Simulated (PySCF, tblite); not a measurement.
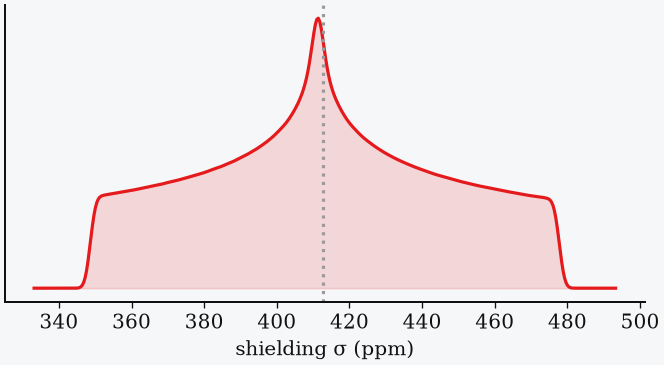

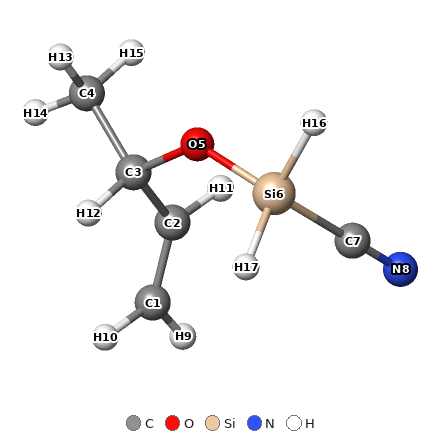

Static powder pattern (²⁹Si) from GIAO shielding tensors of C₅H₉NOSi, SMILES C=C[C@H](C)O[SiH2]C#N, PBE0/pcSseg-1 in PySCF, at a GFN2-xTB geometry (a minimum by its frequencies); absolute shielding, one fixed geometry of the isolated molecule without any motion, no dipolar terms. The dotted line is the isotropic value; skew is 3(σiso − σ22)/span.

Question: The pattern belongs to Si6. Give the principal values, span and skew.

Answer: Si6: σ11, σ22, σ33 = 349, 411, 478 ppm, isotropic 413, span 129 ppm, skew 0.03.

Caveats: the tight-binding geometry is rougher than a DFT one and adds to the error; one conformer of a flexible molecule.
